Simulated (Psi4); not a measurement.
# AlCl2F (SMILES [F][Al]([Cl])[Cl]): B3LYP/def2-SVPD

Aim: the vertical singlet–triplet gap of AlCl2F at B3LYP/def2-SVPD, from 2 runs. 

Program for the calculation: Psi4 1.11.

### 1 The system as given

AlCl2F: 4 atoms, total charge 0, spin state singlet. SMILES: `[F][Al]([Cl])[Cl]`. Geometry: relaxed at PBE0-D4/def2-TZVP.

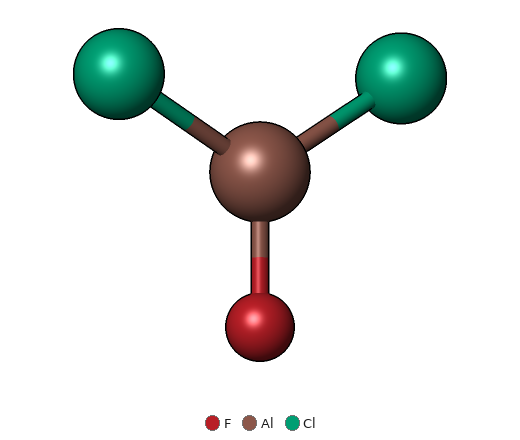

Viewed from a chosen angle; fluorine red, aluminium brown, chlorine teal.

### 2 Energy and forces at B3LYP/def2-SVPD

alcl2f.xyz

```xyz
4
AlCl2F
F      0.087420     0.388220     1.682350
Al     0.004800     0.021530     0.093600
Cl     1.223040    -1.463690    -0.663450
Cl    -1.315270     1.053930    -1.112510
```

calc.py

```python
import psi4

psi4.set_memory('2200 MB')
psi4.set_num_threads(1)
psi4.core.set_output_file('alcl2f.out', False)

with open('alcl2f.xyz') as f:
    atoms = ''.join(f.readlines()[2:])
geom = psi4.geometry('0 1\n' + atoms + 'symmetry c1\nno_reorient\nno_com')

psi4.set_options({
    'basis': 'def2-SVPD',
    'puream': True,
    'e_convergence': 1e-09,
    'd_convergence': 1e-08,
    'scf_type': 'pk',
    'dft_radial_points': 99,
    'dft_spherical_points': 590,
})

energy_value = psi4.gradient("b3lyp")
print('gradient / Eh bohr^-1')
print(energy_value.np.round(6))
```

Launch:

```bash
$ python calc.py
```

alcl2f.out, shortened:

```text
[...]
  Running in c1 symmetry.
[...]
  Nuclear repulsion =  244.295361750994289
[...]
  Multiplicity = 1
[...]
  Nalpha       = 28
  Nbeta        = 28
[...]
    Number of basis functions: 101
[...]
   @RKS iter   1: -1262.38441003494404   -2.35363e-01   5.72915e-03 DIIS/ADIIS
[...]
   @RKS iter  10: -1262.51391531807349   -1.27329e-11   6.63318e-09 DIIS
[...]
    Orbital Energies [Eh]
    ---------------------
    Doubly Occupied:
       1A   -101.531448     2A   -101.531438     3A    -56.138673
       4A    -24.694366     5A     -9.484690     6A     -9.484688
       7A     -7.250129     8A     -7.250120     9A     -7.245962
      10A     -7.245959    11A     -7.245140    12A     -7.245124
      13A     -4.233195    14A     -2.792243    15A     -2.787896
      16A     -2.787706    17A     -1.161883    18A     -0.848963
      19A     -0.838345    20A     -0.503790    21A     -0.449858
      22A     -0.446945    23A     -0.443853    24A     -0.403801
      25A     -0.371254    26A     -0.367369    27A     -0.357829
      28A     -0.346994
[...]
  @RKS Final Energy: -1262.51391531807349
   => Energetics <=
    Nuclear Repulsion Energy =            244.2953617509942887
    One-Electron Energy =               -2233.4604540408986395
    Two-Electron Energy =                 795.7337301453720784
    DFT Exchange-Correlation Energy =     -69.0825531735413279
    Empirical Dispersion Energy =           0.0000000000000000
    VV10 Nonlocal Energy =                  0.0000000000000000
    Total Energy =                      -1262.5139153180734866
[...]
 Multipole Moments:
 ------------------------------------------------------------------------------------
     Multipole            Electronic (a.u.)      Nuclear  (a.u.)        Total (a.u.)
 ------------------------------------------------------------------------------------
 L = 1.  Multiply by 2.5417464519 to convert [e a0] to [Debye]
 Dipole X            :          1.3481177           -1.3582029           -0.0100851
 Dipole Y            :          5.9878185           -6.0321003           -0.0442818
 Dipole Z            :         25.9501757          -26.1412807           -0.1911050
 Magnitude           :                                                    0.1964274
[...]
  -Total Gradient:
     Atom            X                  Y                   Z
    ------   -----------------  -----------------  -----------------
       1       -0.001019231654    -0.004531546396    -0.019645837768
       2        0.000549017755     0.002448140346     0.010637696805
       3       -0.005685248681     0.006911503409     0.003448601385
       4        0.006154580502    -0.004832036381     0.005542454617
[...]
```

The script printed:

```text
gradient / Eh bohr^-1
[[-0.001019 -0.004532 -0.019646]
 [ 0.000549  0.002448  0.010638]
 [-0.005685  0.006912  0.003449]
 [ 0.006155 -0.004832  0.005542]]
```

Wall time 11 s (1 thread of Intel Xeon 6975P-C (Granite Rapids), shared host); peak memory 0.94 GiB.

### 3 The triplet, same level

input.in

```
memory 2200 mb

molecule molecule1 {
  0 3
  F      0.087420     0.388220     1.682350
  Al     0.004800     0.021530     0.093600
  Cl     1.223040    -1.463690    -0.663450
  Cl    -1.315270     1.053930    -1.112510
  units angstrom
  symmetry c1
}

set globals {
  basis def2-SVPD
  reference uks
  puream true
  e_convergence 1e-09
  d_convergence 1e-08
  scf_type pk
  dft_radial_points 99
  dft_spherical_points 590
  maxiter 100
}

E, wfn = gradient('b3lyp', return_wfn=True)
oeprop(wfn, 'WIBERG_LOWDIN_INDICES', 'QUADRUPOLE', 'MULLIKEN_CHARGES', title='B3LYP')
print_variables()
```

Launch:

```bash
$ psi4 -n 1 input.in input.out
```

input.out, shortened:

```text
[...]
  Running in c1 symmetry.
[...]
  Nuclear repulsion =  244.295361750994289
[...]
  Multiplicity = 3
[...]
  Nalpha       = 29
  Nbeta        = 27
[...]
    Number of basis functions: 101
[...]
   @UKS iter   1: -1262.14440579519055    4.64098e-03   5.63896e-03 DIIS/ADIIS
[...]
   @UKS iter  15: -1262.27564456949062   -7.04858e-12   6.49725e-09 DIIS
[...]
   @S^2 Observed:                2.005004453E+00
[...]
  @UKS Final Energy: -1262.27564456949062
   => Energetics <=
    Nuclear Repulsion Energy =            244.2953617509942887
    One-Electron Energy =               -2232.1254556145786410
    Two-Electron Energy =                 794.5706213380218514
    DFT Exchange-Correlation Energy =     -69.0161720439280373
    Empirical Dispersion Energy =           0.0000000000000000
    VV10 Nonlocal Energy =                  0.0000000000000000
    Total Energy =                      -1262.2756445694906233
[...]
  -Total Gradient:
     Atom            X                  Y                   Z
    ------   -----------------  -----------------  -----------------
       1       -0.001996224833    -0.008814371500    -0.038131843928
       2       -0.001632717978    -0.007401566111    -0.032261111204
       3       -0.039371240726     0.048955424031     0.027901236611
       4        0.042999213031    -0.032743811947     0.042472966506
[...]
 Multipole Moments:
 ------------------------------------------------------------------------------------
     Multipole            Electronic (a.u.)      Nuclear  (a.u.)        Total (a.u.)
 ------------------------------------------------------------------------------------
 L = 1.  Multiply by 2.5417464519 to convert [e a0] to [Debye]
 Dipole X            :          0.0039249           -0.0483080           -0.0443831
 Dipole Y            :          0.0158729           -0.2145795           -0.1987065
 Dipole Z            :          0.0667280           -0.9299528           -0.8632247
 Magnitude           :                                                    0.8869110
 L = 2.  Multiply by 1.3450342976 to convert [e a0^2] to [Debye ang]
 Quadrupole XX       :       -228.0228851          196.0436786          -31.9792066
 Quadrupole XY       :        190.2841194         -191.8809768           -1.5968574
[...]
```

It took 18 s on 1 thread of Intel Xeon 6975P-C (Granite Rapids), shared host; peak memory 0.94 GiB.

### 4 Outcome

At B3LYP/def2-SVPD:

| quantity | value |
| --- | --- |
| singlet: total energy | -1262.51392 Eh |
| singlet: dipole moment | 0.50 D |
| singlet: HOMO energy | -9.44 eV |
| singlet: LUMO energy | -1.85 eV |
| singlet: HOMO–LUMO gap | 7.59 eV |
| singlet: largest force on an atom | 1.038 eV/Å |
| triplet: total energy | -1262.27564 Eh |
| triplet: dipole moment | 2.25 D |
| triplet: HOMO energy (highest over α and β) | -3.44 eV |
| triplet: ⟨S²⟩ | 2.005 |
| triplet: largest force on an atom | 3.535 eV/Å |
| vertical energy of the triplet above the singlet | 6.484 eV |

What this shows: At this shape the triplet lies 6.48 eV (150 kcal/mol) above the singlet. The largest force (singlet) is 1.04 eV/Å: the shape isn't a stationary point for this species at this level. Mulliken charges (triplet) run from -0.55 on F1 to +0.84 on Al2; in a basis this large or diffuse they mean little.
